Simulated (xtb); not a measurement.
**Geometry relaxation of C4H4OSi (charge +1) (part 1 of 4)**

- system: C4H4OSi, charge +1, multiplicity 2
- method: GFN2-xTB (xtb 6.7.1)

The starting geometry was optimised with GFN2-xTB.

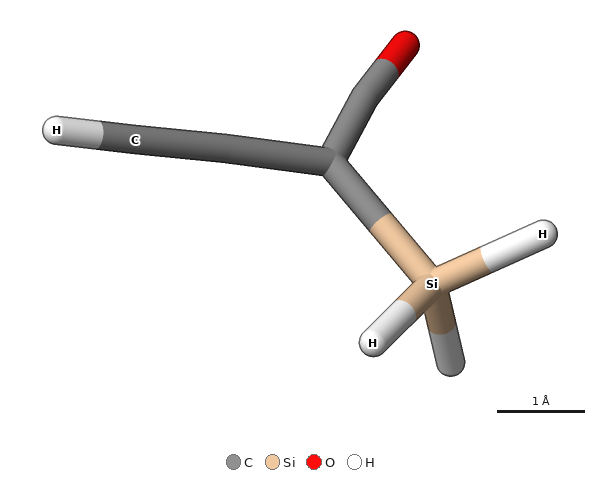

Figure 1. The structure as given in the input (stick view, seen at a tilt). Bond lengths as drawn: C–C 1.20 to 1.41 Å, C–H 1.05 Å, C–O 1.16 Å, C–Si 1.90 Å and H–Si 1.46 Å.

**Key numbers**

```tsv
quantity	value
outcome	converged
electrons treated	29
total energy	−15.813784 hartree
dispersion energy	−0.005838 hartree
basis functions	34
hardware	1 thread of Intel Xeon @ 2.50GHz (Skylake/Cascade Lake), 64 GiB of memory available, shared host
peak memory	0.07 GiB
```

**Input file (coord)**
```
$coord
      3.862241150771      1.326266486046     -2.529587390424  c
      1.992432739499      1.173482128870     -1.256138749561  c
     -0.193394571594      0.895503415938      0.230074155673  c
     -1.497022138667     -2.404638699064      0.832008618150  si
     -1.437325690390      2.743976819263      1.242759488599  c
     -2.704991769312      4.238315546833      2.242991526363  o
      5.493811789512      1.501670864934     -3.637250358373  h
     -4.069374031292     -2.569857454140     -0.173628036331  h
     -1.512574584673     -2.899501279320      3.553932333539  h
      0.223214449841     -4.101801731590     -0.499681381874  h
$end
```

**File .CHRG**
```
1
```

**File .UHF**
```
1
```

Run as:
```bash
xtb coord --gfn 2 --molden --opt vtight | tee xtb.out
```

**Output**
```
* xtb version 6.7.1
   ID    Z sym.   atoms
    1    6 c      1-3, 5
    2   14 si     4
    3    8 o      6
    4    1 h      7-10

           -------------------------------------------------
          |                Calculation Setup                |
           -------------------------------------------------

          program call               : xtb coord --gfn 2 --molden --opt vtight
          coordinate file            : coord
          omp threads                :                     1

           -------------------------------------------------
          |                 G F N 2 - x T B                 |
           -------------------------------------------------

      * Hamiltonian:
        H0-scaling (s, p, d)           1.850000    2.230000    2.230000
        zeta-weighting                 0.500000
      * Dispersion:
        s8                             2.700000
        a1                             0.520000
        a2                             5.000000
        s9                             5.000000
      * Repulsion:
        kExp                           1.500000    1.000000
        rExp                           1.000000
      * Coulomb:
        alpha                          2.000000
        third order                    shell-resolved
        anisotropic                    true
        a3                             3.000000
        a5                             4.000000
        cn-shift                       1.200000
        cn-exp                         4.000000
        max-rad                        5.000000

          ...................................................
          :                      SETUP                      :
          :.................................................:
          :  # basis functions                  34          :
          :  # atomic orbitals                  33          :
          :  # shells                           17          :
          :  # electrons                        29          :
          :  max. iterations                   250          :
          :  Hamiltonian                  GFN2-xTB          :
          :  restarted?                      false          :
          :  GBSA solvation                  false          :
          :  PC potential                    false          :
          :  electronic temp.          300.0000000     K    :
          :  accuracy                    1.0000000          :
          :  -> integral cutoff          0.2500000E+02      :
          :  -> integral neglect         0.1000000E-07      :
          :  -> SCF convergence          0.1000000E-05 Eh   :
          :  -> wf. convergence          0.1000000E-03 e    :
          :  Broyden damping             0.4000000          :
          :  net charge                          1          :
          :  unpaired electrons                  1          :
          ...................................................

 iter      E             dE          RMSdq      gap      omega  full diag
   1    -16.0383497 -0.160383E+02  0.927E+00    4.52       0.0  T
   2    -16.1104146 -0.720649E-01  0.541E+00    2.99       1.0  T
   3    -16.0401836  0.702310E-01  0.296E+00    3.82       1.0  T
   4    -16.1060442 -0.658607E-01  0.163E+00    3.17       1.0  T
   5    -16.1220808 -0.160366E-01  0.102E+00    3.19       1.0  T
   6    -16.1234828 -0.140199E-02  0.767E-01    3.23       1.0  T
   7    -16.1240149 -0.532134E-03  0.469E-01    3.26       1.0  T
   8    -16.1243590 -0.344075E-03  0.145E-01    3.27       1.0  T
   9    -16.1245673 -0.208313E-03  0.567E-02    3.28       1.0  T
  10    -16.1245670  0.309834E-06  0.448E-02    3.29       1.0  T
  11    -16.1245730 -0.600261E-05  0.980E-03    3.29       3.2  T
  12    -16.1245732 -0.215506E-06  0.417E-03    3.29       7.6  T
  13    -16.1245733 -0.811485E-08  0.251E-03    3.29      12.6  T
  14    -16.1245733 -0.262409E-07  0.105E-03    3.29      30.1  T
  15    -16.1245733 -0.488606E-08  0.143E-04    3.29     221.9  T
  16    -16.1245733 -0.130662E-09  0.584E-05    3.29     541.8  T

   *** convergence criteria satisfied after 16 iterations ***

         #    Occupation            Energy/Eh            Energy/eV
      -------------------------------------------------------------
         1        2.0000           -0.9723870             -26.4600
       ...           ...                  ...                  ...
         9        2.0000           -0.6992514             -19.0276
        10        2.0000           -0.6816045             -18.5474
        11        2.0000           -0.6764043             -18.4059
        12        2.0000           -0.6294704             -17.1288
        13        2.0000           -0.6277284             -17.0814
        14        2.0000           -0.6232824             -16.9604
        15        1.0000           -0.6003877             -16.3374 (HOMO)
        16                         -0.4796192             -13.0511 (LUMO)
        17                         -0.4421102             -12.0304
        18                         -0.4022048             -10.9446
        19                         -0.3858046             -10.4983
        20                         -0.3828433             -10.4177
       ...                                ...                  ...
        33                          1.2333616              33.5615
      -------------------------------------------------------------
                  HL-Gap            0.1207685 Eh            3.2863 eV
             Fermi-level           -0.5759167 Eh          -15.6715 eV

 SCC (total)                   0 d,  0 h,  0 min,  0.012 sec
 SCC setup                      ...        0 min,  0.000 sec (  0.977%)
 Dispersion                     ...        0 min,  0.000 sec (  0.695%)
 classical contributions        ...        0 min,  0.000 sec (  0.199%)
 integral evaluation            ...        0 min,  0.002 sec ( 16.448%)
 iterations                     ...        0 min,  0.007 sec ( 58.453%)
 molecular gradient             ...        0 min,  0.003 sec ( 22.029%)
 printout                       ...        0 min,  0.000 sec (  1.084%)

         :::::::::::::::::::::::::::::::::::::::::::::::::::::
         ::                     SUMMARY                     ::
         :::::::::::::::::::::::::::::::::::::::::::::::::::::
         :: total energy             -15.806541094165 Eh    ::
         :: gradient norm              0.128392527428 Eh/a0 ::
         :: HOMO-LUMO gap              3.286278985513 eV    ::
         ::.................................................::
         :: SCC energy               -16.124564608906 Eh    ::
         :: -> isotropic ES            0.123067805610 Eh    ::
         :: -> anisotropic ES         -0.013908523003 Eh    ::
         :: -> anisotropic XC          0.013269064281 Eh    ::
         :: -> dispersion             -0.005807827453 Eh    ::
         :: repulsion energy           0.318023514741 Eh    ::
         :: add. restraining           0.000000000000 Eh    ::
         :: total charge               1.000000000001 e     ::
         :::::::::::::::::::::::::::::::::::::::::::::::::::::

      -----------------------------------------------------------
     |                   =====================                   |
     |                        A N C O P T                        |
     |                   =====================                   |
     |               Approximate Normal Coordinate               |
     |                Rational Function Optimizer                |
      -----------------------------------------------------------
      -----------------------------------------------------------
     |                   =====================                   |
     |                        A N C O P T                        |
     |                   =====================                   |
     |               Approximate Normal Coordinate               |
     |                Rational Function Optimizer                |
      -----------------------------------------------------------

          ...................................................
          :                      SETUP                      :
          :.................................................:
          :   optimization level         verytight          :
          :   max. optcycles                   200          :
          :   ANC micro-cycles                  20          :
          :   degrees of freedom                24          :
          :.................................................:
          :   RF solver                   davidson          :
          :   write xtbopt.log                true          :
          :   linear?                        false          :
          :   energy convergence         0.1000000E-06 Eh   :
          :   grad. convergence          0.2000000E-03 Eh/α :
          :   maxmium RF displ.          1.0000000          :
          :   Hlow (freq-cutoff)         0.1000000E-01      :
          :   Hmax (freq-cutoff)         5.0000000          :
          :   S6 in model hess.         20.0000000          :
          ...................................................

generating ANC from exact Hessian ...
Using Lindh-Hessian (1995)
 Shifting diagonal of input Hessian by    9.7548262303476258E-003
 Lowest  eigenvalues of input Hessian
    0.000000    0.000000    0.000000    0.000000    0.000000    0.000000
    0.010000    0.010210    0.010449    0.014421    0.015825    0.017733
    0.023315    0.028332    0.032564    0.040540    0.041935    0.049379
 Highest eigenvalues
    0.724329    0.760931    1.235471    1.343715    2.562337    2.804375

........................................................................
.............................. CYCLE    1 ..............................
........................................................................

 iter      E             dE          RMSdq      gap      omega  full diag
   1    -16.1245733 -0.161246E+02  0.110E-05    3.29       0.0  T
   2    -16.1245733 -0.746070E-13  0.721E-06    3.29    4389.0  T
   3    -16.1245733 -0.529354E-12  0.462E-06    3.29    6837.9  T
     SCC iter.                  ...        0 min,  0.002 sec
     gradient                   ...        0 min,  0.002 sec
 * total energy  :   -15.8065411 Eh     change       -0.1775291E-10 Eh
   gradient norm :     0.1283934 Eh/α   predicted     0.0000000E+00 (-100.00%)
   displ. norm   :     0.2363654 α      lambda       -0.1001661E-01
   maximum displ.:     0.1547103 α      in ANC's #7, #12, #8, ...

........................................................................
.............................. CYCLE    2 ..............................
........................................................................

 iter      E             dE          RMSdq      gap      omega  full diag
   1    -16.1219701 -0.161220E+02  0.834E-01    3.37       0.0  T
   2    -16.1225825 -0.612376E-03  0.578E-01    3.23       1.0  T
   3    -16.1223798  0.202686E-03  0.320E-01    3.32       1.0  T
   4    -16.1225913 -0.211450E-03  0.126E-01    3.27       1.0  T
   5    -16.1227465 -0.155212E-03  0.797E-02    3.26       1.0  T
   6    -16.1227929 -0.463918E-04  0.342E-02    3.27       1.0  T
   7    -16.1227934 -0.472908E-06  0.164E-02    3.27       1.9  T
   8    -16.1227941 -0.791677E-06  0.393E-03    3.27       8.0  T
   9    -16.1227942 -0.642093E-07  0.153E-03    3.27      20.7  T
  10    -16.1227942 -0.159520E-08  0.470E-04    3.27      67.3  T
  11    -16.1227942 -0.230703E-09  0.141E-04    3.27     224.9  T
     SCC iter.                  ...        0 min,  0.005 sec
     gradient                   ...        0 min,  0.003 sec
 * total energy  :   -15.8126802 Eh     change       -0.6139096E-02 Eh
   gradient norm :     0.0293856 Eh/α   predicted    -0.5288113E-02 ( -13.86%)
   displ. norm   :     0.0970442 α      lambda       -0.1289457E-02
   maximum displ.:     0.0634747 α      in ANC's #7, #16, #12, ...

........................................................................
.............................. CYCLE    3 ..............................
........................................................................

 iter      E             dE          RMSdq      gap      omega  full diag
   1    -16.1236940 -0.161237E+02  0.327E-01    3.25       0.0  T
   2    -16.1237028 -0.877486E-05  0.217E-01    3.22       1.0  T
   3    -16.1235413  0.161476E-03  0.123E-01    3.26       1.0  T
   4    -16.1236984 -0.157087E-03  0.430E-02    3.23       1.0  T
   5    -16.1237132 -0.147699E-04  0.177E-02    3.23       1.8  T
   6    -16.1237137 -0.560673E-06  0.898E-03    3.23       3.5  T
   7    -16.1237139 -0.172400E-06  0.249E-03    3.23      12.7  T
   8    -16.1237139 -0.108463E-07  0.122E-03    3.23      26.0  T
   9    -16.1237139 -0.194649E-08  0.467E-04    3.23      67.7  T
  10    -16.1237139 -0.863604E-09  0.273E-04    3.23     116.0  T
     SCC iter.                  ...        0 min,  0.004 sec
     gradient                   ...        0 min,  0.003 sec
 * total energy  :   -15.8134124 Eh     change       -0.7322213E-03 Eh
   gradient norm :     0.0121943 Eh/α   predicted    -0.6508013E-03 ( -11.12%)
   displ. norm   :     0.1721842 α      lambda       -0.7391385E-03
   maximum displ.:     0.1070423 α      in ANC's #2, #6, #3, ...

........................................................................
.............................. CYCLE    4 ..............................
........................................................................

 iter      E             dE          RMSdq      gap      omega  full diag
   1    -16.1205821 -0.161206E+02  0.461E-01    3.17       0.0  T
   2    -16.1206116 -0.295285E-04  0.282E-01    3.20       1.0  T
   3    -16.1205223  0.893107E-04  0.990E-02    3.16       1.0  T
   4    -16.1206215 -0.991940E-04  0.342E-02    3.18       1.0  T
   5    -16.1206255 -0.396815E-05  0.222E-02    3.19       1.4  T
   6    -16.1206278 -0.227154E-05  0.100E-02    3.18       3.2  T
   7    -16.1206284 -0.669530E-06  0.309E-03    3.19      10.2  T
   8    -16.1206284 -0.905546E-08  0.719E-04    3.19      44.0  T
   9    -16.1206284 -0.100968E-09  0.337E-04    3.19      94.0  T
     SCC iter.                  ...        0 min,  0.004 sec
     gradient                   ...        0 min,  0.003 sec
 * total energy  :   -15.8127355 Eh     change        0.6768621E-03 Eh
   gradient norm :     0.0198843 Eh/α   predicted    -0.3805265E-03 (-156.22%)
   displ. norm   :     0.1391840 α      lambda       -0.1800206E-02
   maximum displ.:     0.0909121 α      in ANC's #2, #6, #3, ...

........................................................................
.............................. CYCLE    5 ..............................
........................................................................
```
